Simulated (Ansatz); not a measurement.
# Cl2FISi: what the fields show

```xyz
5

F     0.8062   -0.4967    1.3728
Si    0.0236   -0.0923    0.0628
Cl   -1.9532   -0.1734    0.4717
Cl    0.4840   -1.4360   -1.3740
I     0.6893    2.1247   -0.5748
```

Geometry: PBE0-D4/def2-TZVP; core potentials replace the inner electrons of I.

Level of theory: isolated molecule in a Gaussian basis; Hartree-Fock (Ansatz 0.2.0).

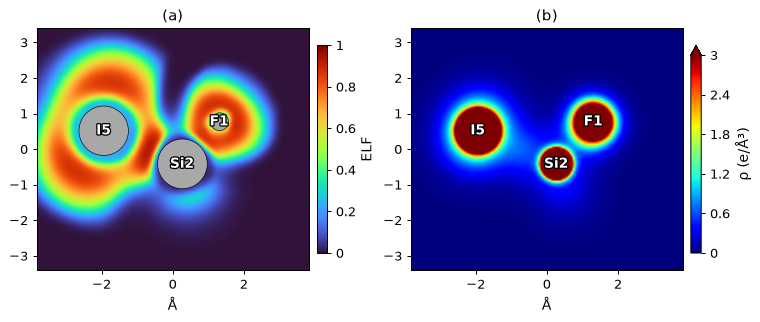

Figure 1. (a) ELF; (b) electron density on the plane of atoms F1, Si2 and I5. Grey discs cover the atomic cores in the ELF map.

### Describe what can be read from this map.

- The section cuts through F, Si and I sites.
- Si–F (1.58 Å): the density is about 1.1 e/Å³ at the midpoint; the ELF peaks at about 0.85 in the valence shell of F, 0.6 Å from its nucleus, and is about 0.50 at the midpoint.
- Si–I (2.40 Å): the density is about 0.72 e/Å³ at the midpoint; the ELF peaks at about 0.95 between the atoms (a shared electron pair).
- The ELF also peaks beside I5 and F1, away from the bonds: lone-pair regions.

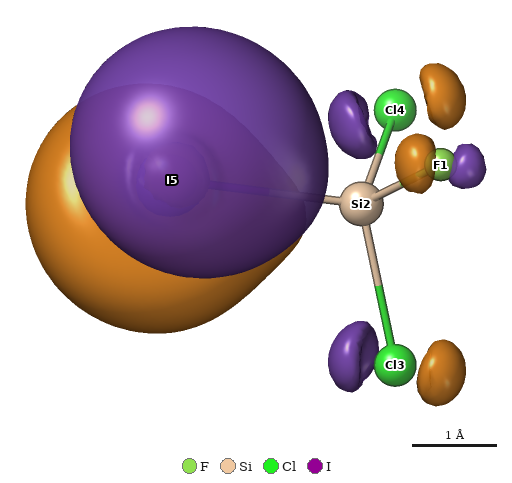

Figure 2. The HOMO−1 at ±0.08 Å⁻³ᐟ² (orange and purple are the two phases), seen at a tilt.

### What is the character of this orbital?

Its weight (Hirshfeld) is mainly on I5 (about 90 %); largely a lone pair of I5. Its energy is −10.99 eV.

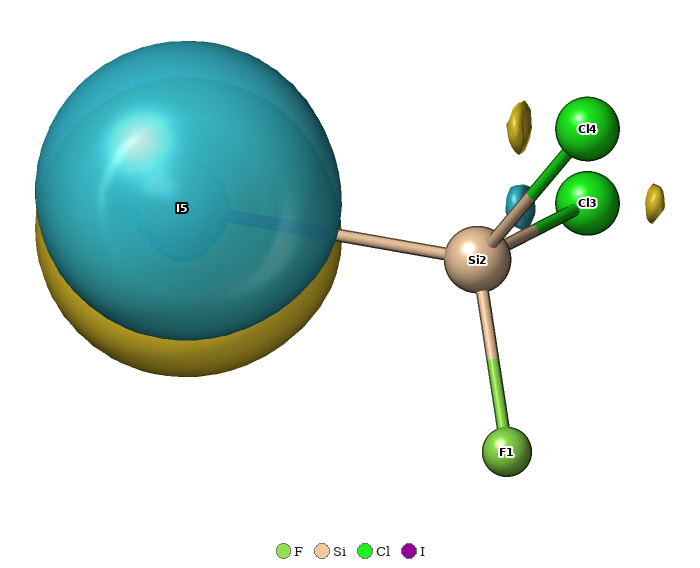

Figure 3. The HOMO at ±0.15 Å⁻³ᐟ² (yellow and cyan are the two phases), seen from one side.

### Describe this orbital and give its energy.

Its weight (Hirshfeld) is mainly on I5 (about 90 %); largely a lone pair of I5. Its energy is −10.92 eV.
